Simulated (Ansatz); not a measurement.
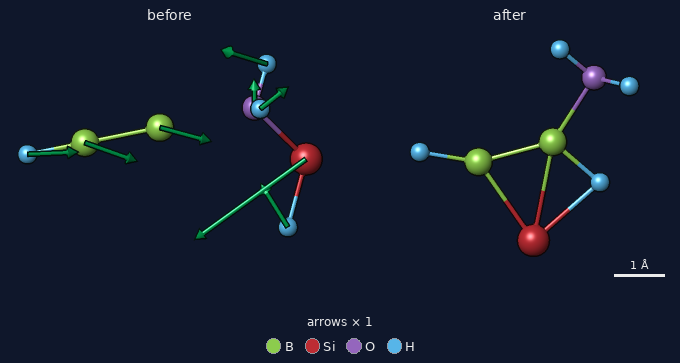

The structure of B2SiH4O before (left) and after (right) a relaxation, at one scale. The green arrows give the displacements, at their true length.

A ball-and-stick model, seen at a tilt.

It is one of the separated reactants of a reaction.

Level of theory: RKS PBE-D4/def2-SVP (Ansatz).

Input
```yaml
crystal:
  periodic: [false, false, false]
  atoms:
    - {symbol: B, position_ang: [-0.342299, 1.827354, -1.648476]}
    - {symbol: B, position_ang: [0.027737, 0.716233, -0.652829]}
    - {symbol: Si, position_ang: [-0.372038, -1.985572, 0.750969]}
    - {symbol: O, position_ang: [0.480208, -0.570683, 0.744373]}
    - {symbol: H, position_ang: [-0.625497, 2.679445, -2.409837]}
    - {symbol: H, position_ang: [0.315001, -0.043169, 1.541453]}
    - {symbol: H, position_ang: [1.411146, -0.843106, 0.738049]}
    - {symbol: H, position_ang: [-1.741174, -1.895383, 0.385276]}
basis:
  gaussian: {orbitals: def2-SVP}
hamiltonian: {xc: pbe, dispersion: d4}
relax: {f_tol: 0.03, max_steps: 250}
```

Run as
```bash
ansatz run in.yaml --threads 2 --pin off --events-out ev --progress --plain --max-ram 4352MiB
```

Summarise the run.

After 29 accepted moves (33 points after the start) the energy has fallen by 8.751 eV. The largest force component goes from 7.8 to 0.019 eV/Å. The line search rejected the trial steps at points 20, 27, 30, 32 of the run. Si3 moves most after the best rigid fit: 2.79 Å. By element the largest moves are Si 2.79 Å, H 1.28 Å, B 1.19 Å, O 0.61 Å. Some distances before and after: B1–Si3 4.505 → 1.961 Å, B2–H8 3.321 → 1.284 Å, Si3–H7 2.118 → 4.089 Å, Si3–O4 1.652 → 3.600 Å. New bonds form, among them: B1–Si3 (4.51 → 1.96 Å), B2–H8 (3.32 → 1.28 Å), B2–O4 (1.95 → 1.59 Å), B2–Si3 (3.07 → 2.07 Å). Bonds break, among them: Si3–O4 (1.65 → 3.60 Å). Bond angles that change, for instance: B2–B1–H5 179.9° → 154.0°.
